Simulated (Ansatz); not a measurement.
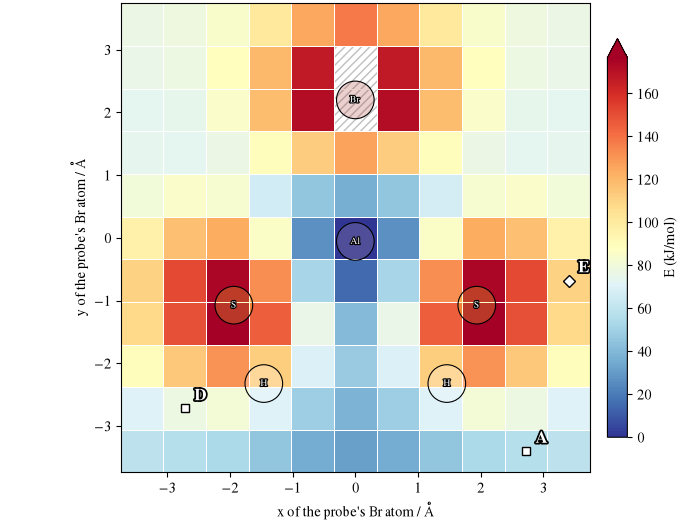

AlBrH₂S₂ (SMILES [SH][Al]([SH])[Br]) with the probe Br-. The probe is moved over a plane parallel to the molecule's main plane, 2.70 Å above it. Coordinates scanned: (1) x of the probe's Br atom; (2) y of the probe's Br atom. Nothing is relaxed (molecule and probe rigid). The scan uses an 11 × 11 grid. At 2 points there is no value. Points are written as (first, second). Energies are in kJ/mol, from the lowest grid point. Energies and slopes of some neighbouring points disagree (a jump in structure or state, or too coarse a mesh). The calculation used Ansatz 0.2.0, RHF/def2-SVPD.

In the figure: one coloured cell a grid point, labelled circles for the molecule's atoms, projected on the plane, one colour for all values above the top of the scale, hatched blanks where no value was computed, lettered points.

> Rank the lettered points by energy, lowest first.

A (57 kJ/mol), D (77 kJ/mol), E (111 kJ/mol).
